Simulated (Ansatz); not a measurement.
```
Cs Ge S
1.0
     7.18183    0.00000    0.00000
    -3.59091    6.21964    0.00000
     0.00000    0.00000   11.80615
Cs Ge S
4 4 12
Direct
  0.66667 0.33333 0.75000
  0.00000 0.00000 0.00000
  0.33333 0.66667 0.25000
  0.00000 0.00000 0.50000
  0.33333 0.66667 0.87634
  0.66667 0.33333 0.12366
  0.66667 0.33333 0.37634
  0.33333 0.66667 0.62366
  0.18385 0.36770 0.75000
  0.63230 0.81615 0.75000
  0.18385 0.81615 0.75000
  0.50000 0.00000 0.00000
  0.00000 0.50000 0.00000
  0.50000 0.50000 0.00000
  0.81615 0.63230 0.25000
  0.36770 0.18385 0.25000
  0.81615 0.18385 0.25000
  0.50000 0.00000 0.50000
  0.00000 0.50000 0.50000
  0.50000 0.50000 0.50000
```

Space group P6₃/mmc; a structure generated by program, which may or may not match a known phase.

Method: DFT PBE, scalar-relativistic, plane waves, PAW (Ansatz 0.2.0).

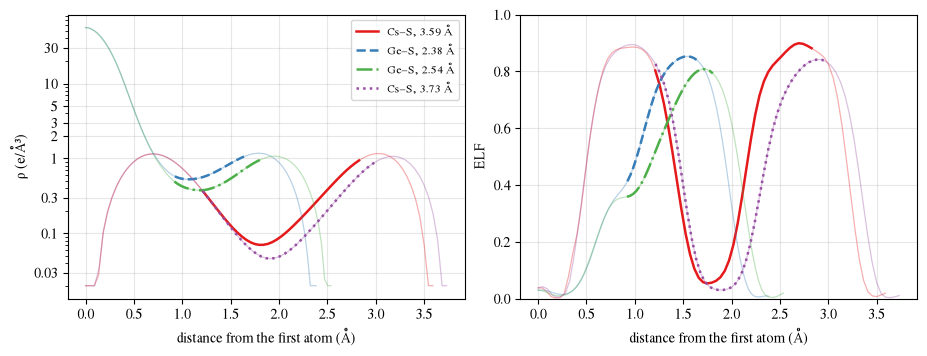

CsGeS₃. Valence pseudo-density and electron localisation function along straight lines between neighbouring atoms. Thin, pale parts lie inside the atomic spheres.

In a PAW calculation such maps are meaningful between the atoms, not at the nuclei.

What can be read from the curves?

Cs–S (3.59 Å): ρ is about 0.07 e/Å³ halfway; the ELF is about 0.05 at the midpoint: no shared electron pair shows on this line.
Ge–S (2.38 Å): the density is about 0.55 e/Å³ at the midpoint; the ELF peaks at about 0.85 in the valence shell of S, 0.8 Å from its nucleus, and is about 0.70 at the midpoint.
Ge–S (2.54 Å): the density is about 0.39 e/Å³ at the midpoint; the ELF peaks at about 0.80 in the valence shell of S, 0.8 Å from its nucleus, and is about 0.55 at the midpoint.
Cs–S (3.73 Å): ρ is about 0.05 e/Å³ halfway; the ELF is about 0.05 at the midpoint; no localised pair shows between them.
